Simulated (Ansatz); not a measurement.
# HfS4: what a guessed cell relaxes into

Aim: relax a trial structure of HfS4 and see where it ends.

Program: Ansatz 0.2.0. Level of theory: DFT PBE, scalar-relativistic, plane waves, PAW. These are calculated values, not measurements.

## 1. Starting point

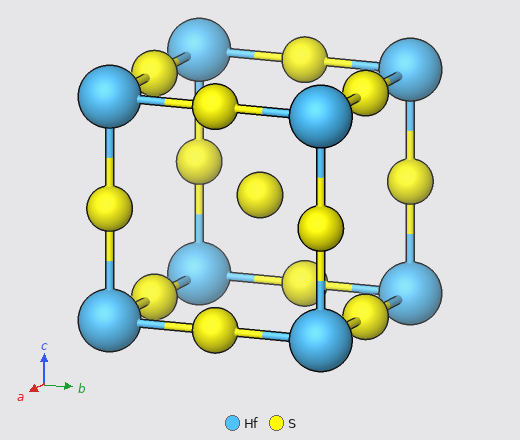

Start, viewed slightly off an axis; hafnium blue, sulfur yellow. Atoms on the faces are drawn again on the opposite ones.

Coordinates:

```cif
data_structure
_symmetry_space_group_name_H-M 'P 1'
_symmetry_Int_Tables_number 1
_cell_length_a 4.8158
_cell_length_b 4.8158
_cell_length_c 4.8158
_cell_angle_alpha 90.000
_cell_angle_beta 90.000
_cell_angle_gamma 90.000
_cell_volume 111.69
loop_
_atom_site_label
_atom_site_type_symbol
_atom_site_fract_x
_atom_site_fract_y
_atom_site_fract_z
_atom_site_occupancy
Hf1 Hf 0.00000 0.00000 0.00000 1
S1 S 0.50000 0.00000 0.00000 1
S2 S 0.00000 0.50000 0.00000 1
S3 S 0.00000 0.00000 0.50000 1
S4 S 0.50000 0.50000 0.50000 1
```

A structure generator made this guess: species swapped into a database cell of Co4N (Pm-3m, No. 221), with S on the Co sites and Hf on the N sites. Lengths come from tabulated atomic sizes and are only a guess.

## 2. The guess as it stands, on a coarse mesh

Input file input.yaml:

```yaml
crystal:
  lattice:
    - [4.81582327, 0.0, 0.0]
    - [0.0, 4.81582327, 0.0]
    - [0.0, 0.0, 4.81582327]
  atoms:
    - { symbol: Hf, position: [0.0, 0.0, 0.0] }
    - { symbol: S, position: [0.5, 0.0, 0.0] }
    - { symbol: S, position: [0.0, 0.5, 0.0] }
    - { symbol: S, position: [0.0, 0.0, 0.5] }
    - { symbol: S, position: [0.5, 0.5, 0.5] }
basis:
  ecutwfc: 420
kpoints:
  mp_grid: { grid: [4, 4, 4] }
hamiltonian:
  xc: pbe
scf:
  occupations: { method: gaussian, width: 0.1 }
  lower_state_search: "off"
output:
  forces: true
  stress: true
  eigenvalues: true
```

On the command line:

```console
> ansatz run input.yaml --threads 1 --pin off --max-ram 2560MiB --backend cpu --events-out ev --progress --plain --runs-dir out
```

The program printed (excerpt; [...] marks lines left out):

```text
Warning: RAYON_NUM_THREADS=1 ignored (pool sized by the plan → 1); use --threads N
[...]
Pseudopotentials: kind: paw
Pseudopotential: Hf, paw, valence charge 26, recommended cutoff 420 eV (normal), Hf.paw.azcp
Pseudopotential: S, paw, valence charge 6, recommended cutoff 420 eV (normal), S.paw.azcp
Functional definition: PBE
[...]
Crystal: 5 atoms, lattice volume = 111.689 Å³
Basis set: ecut = 420 eV, 2109 PW (Γ), exchange–correlation on 72×72×72 points (8 copies of the dense FFT grid, shifted against one another)
Bands: 30, of which v1, the nominal top of the filled ones, is band 25 counted from 1 (24 counted from 0)
Symmetry: 48 space group operations
Space group: Pm-3m (ITA 221), of the structure as read, at distance tolerance 4.8e-5 Å
k-points: 10 of 64
[...]
SCF iter   1: F=—  HF=-19329.244811 eV  |F-HF|=—  |Δ(HF+E_count)|=         —  Δρ=8.05e-3  dr2=2.12e-1  ethr=1.77e-3  ⟨swp⟩=6.1  Hψ=1204  notcnv=0
[...]
SCF iter   9: F=-19329.227055 eV  HF=-19329.227055 eV  |F-HF|=6.77e-10  |Δ(HF+E_count)|=   7.85e-9  Δρ=1.05e-6  dr2=1.55e-9  ethr=2.00e-10  ⟨swp⟩=3.9  Hψ=1089  notcnv=0
[...]
SCF converged after 9 iterations
Free energy (F): -19329.227055 eV
[...]
E sigma→0 (E₀):  -19329.207812 eV
Entropy (-TS):   -0.038488 eV (-7.698 meV/atom)
Fermi energy:    6.782459 eV
[...]
--- Forces (eV/Å), atoms counted from 1 ---
  atom   1  Hf    -0.00000000     0.00000000    -0.00000000
  atom   2  S     -0.00000000     0.00000000     0.00000000
  atom   3  S     -0.00000000    -0.00000000    -0.00000000
  atom   4  S      0.00000000    -0.00000000    -0.00000000
  atom   5  S      0.00000000    -0.00000000     0.00000000
[...]
--- Stress (GPa, compression-positive) ---
        5.308244      -0.000000       0.000000
       -0.000000       5.308244       0.000000
        0.000000       0.000000       5.308244
  P = ⅓ Tr σ = 5.3082 GPa (53.082 kbar)
--- Band table (eV; the first three rows and the last of 10) ---
[...]
```

Wall time 3.6 s (1 thread of Intel Xeon Platinum 8259CL at 2.50GHz (Skylake/Cascade Lake), shared host); peak memory 0.42 GiB.

From the probe: pressure 5.3 GPa, largest force 0.00 eV/Å, gap on this mesh none (metal). A cheap, loose relaxation comes first.

## 3. Rough relaxation on the coarse mesh

input.yaml: that of step 2 with these lines changed.

```diff
@@ -24 +24,6 @@
   eigenvalues: true
+relax:
+  adjacent_minimum: "off"
+  f_tol: 0.04
+  max_steps: 70
+  cell: { stress_tol: 0.4 }
```

On the command line:

```console
> ansatz run input.yaml --threads 1 --pin off --max-ram 2560MiB --backend cpu --events-out ev --progress --plain --runs-dir out
```

The program printed (excerpt; [...] marks lines left out):

```text
Warning: RAYON_NUM_THREADS=1 ignored (pool sized by the plan → 1); use --threads N
[...]
Pseudopotentials: kind: paw
Pseudopotential: Hf, paw, valence charge 26, recommended cutoff 420 eV (normal), Hf.paw.azcp
Pseudopotential: S, paw, valence charge 6, recommended cutoff 420 eV (normal), S.paw.azcp
Functional definition: PBE
[...]
Crystal: 5 atoms, lattice volume = 111.689 Å³
Basis set: ecut = 420 eV, 2109 PW (Γ), exchange–correlation on 72×72×72 points (8 copies of the dense FFT grid, shifted against one another)
Bands: 30, of which v1, the nominal top of the filled ones, is band 25 counted from 1 (24 counted from 0)
Symmetry: 48 space group operations
Space group: Pm-3m (ITA 221), of the structure as read, at distance tolerance 4.8e-5 Å
k-points: 10 of 64
[...]
SCF iter   1: F=—  HF=-19329.244811 eV  |F-HF|=—  |Δ(HF+E_count)|=         —  Δρ=8.05e-3  dr2=2.12e-1  ethr=1.77e-3  ⟨swp⟩=6.1  Hψ=1204  notcnv=0
[...]
       -0.301236      -0.000000       0.000000
       -0.000000      -0.301236      -0.000000
        0.000000      -0.000000      -0.301236
  P = ⅓ Tr σ = -0.3012 GPa (-3.012 kbar)
--- Band table (eV; the first three rows and the last of 10) ---
[...]
--- Relaxed structure (2 steps of the walk, 2 accepted, 1 SCFs on fresh bases) ---
  F+E_penalty+E_count = -19329.34540644 eV   max|allowed force component| = 2.376e-30 eV/Å   (the final SCF, on the basis selected at the relaxed cell)
  cell:  # Å, volume = 119.8041 Å³
    - [4.9297381844835595, -7.623472696532807e-34, 1.0271626370065257e-33]
    - [-7.623472696532807e-34, 4.9297381844835595, 0.0]
    - [1.0271626370065257e-33, 0.0, 4.9297381844835595]
  atoms:
    - { symbol: Hf, position: [-4.799004871423953e-34, 1.93293251765687e-34, 3.8658650353137403e-35] }
    - { symbol: S, position: [0.5, -1.3330569087288754e-35, -1.4663625996017635e-35] }
    - { symbol: S, position: [-5.332227634915502e-35, 0.5, -2.1328910539662015e-35] }
    - { symbol: S, position: [-5.332227634915504e-35, -6.665284543644377e-36, 0.5] }
    - { symbol: S, position: [0.5, 0.5, 0.5] }
```

Run time: 13 s. Hardware: 1 thread of Intel Xeon Platinum 8259CL at 2.50GHz (Skylake/Cascade Lake), shared host; peak memory 0.45 GiB.

Step by step:

```
step  energy from step 1 (eV/cell)  largest force component (eV/Å)  pressure (GPa)  volume (Å³)
   1                        0.0000                          0.0000            5.31       111.69
   2                       -0.1174                          0.0000           -0.30       119.80
   3                       -0.1184                          0.0000           -0.30       119.80
```

Step 1 is the start. Step 3 repeats the geometry before it on a plane-wave basis chosen anew for that cell, so its energy need not be comparable with the rows above.

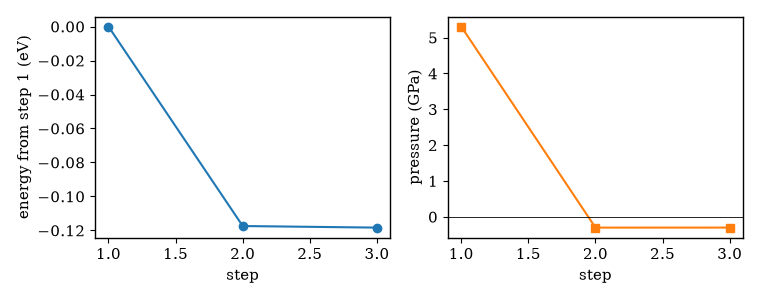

Energy and pressure along the relaxation.

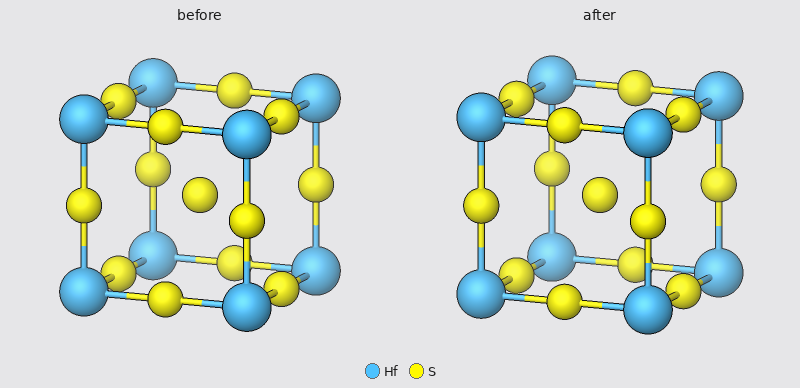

Before and after, at one scale.

|  | before | after | change |
| --- | --- | --- | --- |
| a (Å) | 4.816 | 4.930 | +2.4 % |
| b (Å) | 4.816 | 4.930 | +2.4 % |
| c (Å) | 4.816 | 4.930 | +2.4 % |
| volume (Å³/atom) | 22.34 | 23.96 | +7.3 % |
| shortest distance (Å) | 2.408 | 2.465 | +2.4 % |
| space group (0.01 Å) | Pm-3m | Pm-3m | same |

The run keeps the 48 symmetry operations of the start, so it could not have lowered the symmetry.

## 4. Final relaxation

The end of the coarse run is made exact in the group found at a tolerance of 0.06 Å and reduced to its primitive cell.

Input file input.yaml:

```yaml
crystal:
  lattice:
    - [4.9297381845, 0.0, 0.0]
    - [0.0, 4.9297381845, 0.0]
    - [0.0, 0.0, 4.9297381845]
  atoms:
    - { symbol: Hf, position: [0.0, 0.0, 0.0] }
    - { symbol: S, position: [0.5, 0.0, 0.0] }
    - { symbol: S, position: [0.0, 0.5, 0.0] }
    - { symbol: S, position: [0.0, 0.0, 0.5] }
    - { symbol: S, position: [0.5, 0.5, 0.5] }
basis:
  ecutwfc: 420
kpoints:
  mp_grid: { grid: [8, 8, 8] }
hamiltonian:
  xc: pbe
scf:
  occupations: { method: gaussian, width: 0.1 }
output:
  forces: true
  stress: true
  eigenvalues: true
  write_density: true
  write_potential: true
  elf: true
  volumetric_format: npy
relax:
  adjacent_minimum: "off"
  f_tol: 0.01
  max_steps: 80
  cell: { stress_tol: 0.05 }
```

On the command line:

```console
> ansatz run input.yaml --threads 1 --pin off --max-ram 2560MiB --backend cpu --events-out ev --progress --plain --runs-dir out
```

The program printed (excerpt; [...] marks lines left out):

```text
Warning: RAYON_NUM_THREADS=1 ignored (pool sized by the plan → 1); use --threads N
[...]
Pseudopotentials: kind: paw
Pseudopotential: Hf, paw, valence charge 26, recommended cutoff 420 eV (normal), Hf.paw.azcp
Pseudopotential: S, paw, valence charge 6, recommended cutoff 420 eV (normal), S.paw.azcp
Functional definition: PBE
[...]
Crystal: 5 atoms, lattice volume = 119.804 Å³
Basis set: ecut = 420 eV, 2325 PW (Γ), exchange–correlation on 72×72×72 points (8 copies of the dense FFT grid, shifted against one another)
Bands: 30, of which v1, the nominal top of the filled ones, is band 25 counted from 1 (24 counted from 0)
Symmetry: 48 space group operations
Space group: Pm-3m (ITA 221), of the structure as read, at distance tolerance 4.9e-5 Å
k-points: 35 of 512
[...]
SCF iter   1: F=—  HF=-19329.381259 eV  |F-HF|=—  |Δ(HF+E_count)|=         —  Δρ=7.53e-3  dr2=2.16e-1  ethr=1.77e-3  ⟨swp⟩=6.2  Hψ=4326  notcnv=0
[...]
        0.038738      -0.000000      -0.000000
       -0.000000       0.038738      -0.000000
       -0.000000      -0.000000       0.038738
  P = ⅓ Tr σ = 0.0387 GPa (0.387 kbar)
--- Band table (eV; the first three rows and the last of 35) ---
[...]
--- Relaxed structure (2 steps of the walk, 2 accepted, 1 SCFs on fresh bases) ---
  F+E_penalty+E_count = -19329.36918476 eV   max|allowed force component| = 2.518e-29 eV/Å   (the final SCF, on the basis selected at the relaxed cell)
  cell:  # Å, volume = 119.1471 Å³
    - [4.9207113006360315, -4.012354050806741e-36, -3.209883240645393e-35]
    - [-4.012354050806741e-36, 4.9207113006360315, 0.0]
    - [-3.209883240645393e-35, 0.0, 4.9207113006360315]
  atoms:
    - { symbol: Hf, position: [-9.9622356692875e-35, 1.6766507744062298e-35, 8.13908142915646e-37] }
    - { symbol: S, position: [0.5, -7.764683683415259e-35, 4.0695407145782284e-36] }
    - { symbol: S, position: [5.664800674692892e-35, 0.5, 8.13908142915646e-37] }
    - { symbol: S, position: [3.385857874529086e-35, -1.7417634258394817e-35, 0.5] }
    - { symbol: S, position: [0.5, 0.5, 0.5] }
```

Run time: 36 s. Hardware: 1 thread of Intel Xeon Platinum 8259CL at 2.50GHz (Skylake/Cascade Lake), shared host; peak memory 0.51 GiB.

The steps of the relaxation:

```csv
step,energy from step 1 (eV/cell),largest force component (eV/Å),pressure (GPa),volume (Å³)
1,0.0000,0.0000,-0.34,119.80
2,-0.0007,0.0000,0.04,119.15
3,-0.0006,0.0000,0.04,119.15
```

Step 1 is the start. Step 3 repeats the geometry before it on a plane-wave basis chosen anew for that cell, so its energy need not be comparable with the rows above.

|  | before | after | change |
| --- | --- | --- | --- |
| a (Å) | 4.930 | 4.921 | -0.2 % |
| b (Å) | 4.930 | 4.921 | -0.2 % |
| c (Å) | 4.930 | 4.921 | -0.2 % |
| volume (Å³/atom) | 23.96 | 23.83 | -0.5 % |
| shortest distance (Å) | 2.465 | 2.460 | -0.2 % |
| space group (0.01 Å) | Pm-3m | Pm-3m | same |

The run keeps the 48 symmetry operations of the start, so it could not have lowered the symmetry.

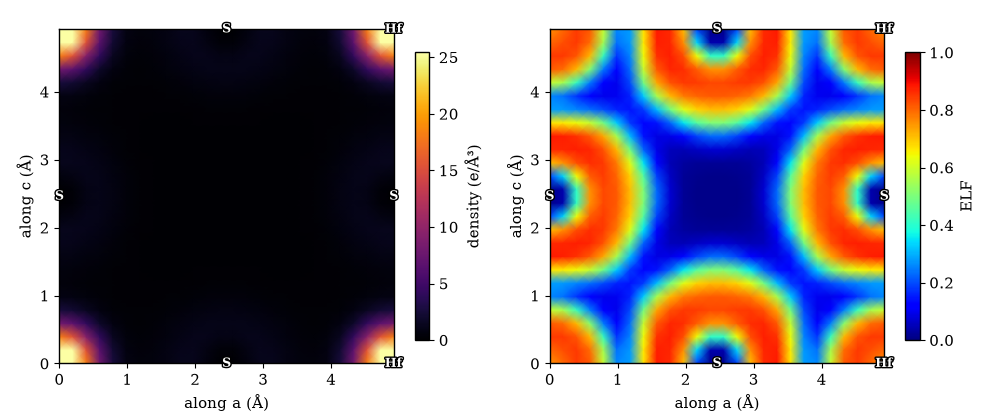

Density (left) and ELF (right) in a lattice plane of the grid's cell (edges 4.92 and 4.92 Å, at 0.000 of the third edge), which holds Hf and S. Only atoms in the plane are labelled; the density scale stops at 25.42 e/Å³. Both are smooth fields of the valence electrons: close to the nuclei they are not physical.

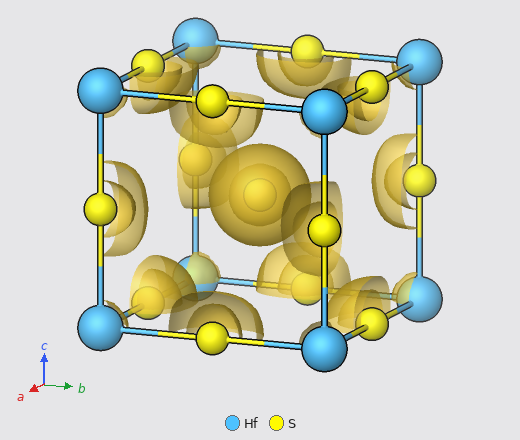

Surface of ELF = 0.82, drawn in one cell.

The highest ELF values outside the cores: 0.88 in the shell around S, 0.9 Å from S.

## 5. Variant: ecutwfc 36.7 Ry, n_extra_bands 4

Input file input.yaml:

```yaml
crystal:
  lattice:
    - [4.9207113006, 0.0, 0.0]
    - [0.0, 4.9207113006, 0.0]
    - [0.0, 0.0, 4.9207113006]
  atoms:
    - { symbol: Hf, position: [0.0, 0.0, 0.0] }
    - { symbol: S, position: [0.5, 0.0, 0.0] }
    - { symbol: S, position: [0.0, 0.5, 0.0] }
    - { symbol: S, position: [0.0, 0.0, 0.5] }
    - { symbol: S, position: [0.5, 0.5, 0.5] }
basis:
  ecutwfc: "36.7 Ry"
kpoints:
  mp_grid: { grid: [8, 8, 8] }
hamiltonian:
  xc: pbe
scf:
  occupations: { method: gaussian, width: 0.1 }
  n_extra_bands: 4
output:
  forces: true
  eigenvalues: true
  stress: true
```

On the command line:

```console
> ansatz run input.yaml --threads 1 --pin off --max-ram 2560MiB --backend cpu --events-out ev --progress --plain --runs-dir out
```

The program printed (excerpt; [...] marks lines left out):

```text
Warning: RAYON_NUM_THREADS=1 ignored (pool sized by the plan → 1); use --threads N
scf.n_extra_bands = 4 over 25 filled bands (N_el = 50.0): the run solves 29 bands
[...]
Pseudopotentials: kind: paw
Pseudopotential: Hf, paw, valence charge 26, recommended cutoff 420 eV (normal), Hf.paw.azcp
Pseudopotential: S, paw, valence charge 6, recommended cutoff 420 eV (normal), S.paw.azcp
Functional definition: PBE
[...]
Crystal: 5 atoms, lattice volume = 119.147 Å³
Basis set: ecut = 499.3289376138798 eV, 2969 PW (Γ), exchange–correlation on 72×72×72 points (8 copies of the dense FFT grid, shifted against one another)
Bands: 29, of which v1, the nominal top of the filled ones, is band 25 counted from 1 (24 counted from 0)
Symmetry: 48 space group operations
Space group: Pm-3m (ITA 221), of the structure as read, at distance tolerance 4.9e-5 Å
k-points: 35 of 512
[...]
SCF iter   1: F=—  HF=-19329.383244 eV  |F-HF|=—  |Δ(HF+E_count)|=         —  Δρ=7.37e-3  dr2=2.05e-1  ethr=1.77e-3  ⟨swp⟩=6.3  Hψ=4145  notcnv=0
[...]
SCF iter   7: F=-19329.371133 eV  HF=-19329.371133 eV  |F-HF|=5.77e-9  |Δ(HF+E_count)|=   1.27e-7  Δρ=3.13e-6  dr2=1.41e-8  ethr=2.00e-10  ⟨swp⟩=4.9  Hψ=4129  notcnv=0
[...]
SCF converged after 7 iterations
Free energy (F): -19329.371133 eV
[...]
E sigma→0 (E₀):  -19329.353339 eV
Entropy (-TS):   -0.035588 eV (-7.118 meV/atom)
Fermi energy:    6.018109 eV
[...]
--- Forces (eV/Å), atoms counted from 1 ---
  atom   1  Hf     0.00000000     0.00000000     0.00000000
  atom   2  S      0.00000000     0.00000000    -0.00000000
  atom   3  S     -0.00000000     0.00000000    -0.00000000
  atom   4  S     -0.00000000    -0.00000000     0.00000000
  atom   5  S      0.00000000    -0.00000000    -0.00000000
[...]
--- Stress (GPa, compression-positive) ---
        0.035816       0.000000       0.000000
        0.000000       0.035816       0.000000
        0.000000       0.000000       0.035816
  P = ⅓ Tr σ = 0.0358 GPa (0.358 kbar)
--- Band table (eV; the first three rows and the last of 35) ---
[...]
```

It took 12 s on 1 thread of Intel Xeon Platinum 8259CL at 2.50GHz (Skylake/Cascade Lake), shared host; peak memory 0.49 GiB.

| run | ending | energy change | pressure (GPa) | gap (eV) | force (eV/Å) | cycles | time |
| --- | --- | --- | --- | --- | --- | --- | --- |
| step 4 | converged | 0 | 0.0 | 0.00 | 0.00 | - | 36 s |
| variant | converged | -0.4 meV/atom | 0.0 | 0.00 | 0.00 | 7 | 12 s |

Changing the cutoff and band count hardly moves the energy: -0.4 meV/atom.

## 6. Outcome

| quantity | value |
| --- | --- |
| symmetry at the end (tolerance 0.05 Å) | space group Pm-3m (No. 221) |
| conventional cell | a = 4.921 Å, b = 4.921 Å, c = 4.921 Å, α = 90.00°, β = 90.00°, γ = 90.00° |
| volume | 23.83 Å³/atom |
| energy over the elements | +0.05 eV/atom |
| gap on the mesh | none (metal) |

The space group Pm-3m (No. 221) is kept, and the volume per atom grows by 6.7 % from the first guess. The formation energy of this structure is too near zero to say whether it is bound against the elements. No finished test with a distortion of lower symmetry is shown, so the end may be a saddle point. Spin-orbit coupling is left out for Hf.
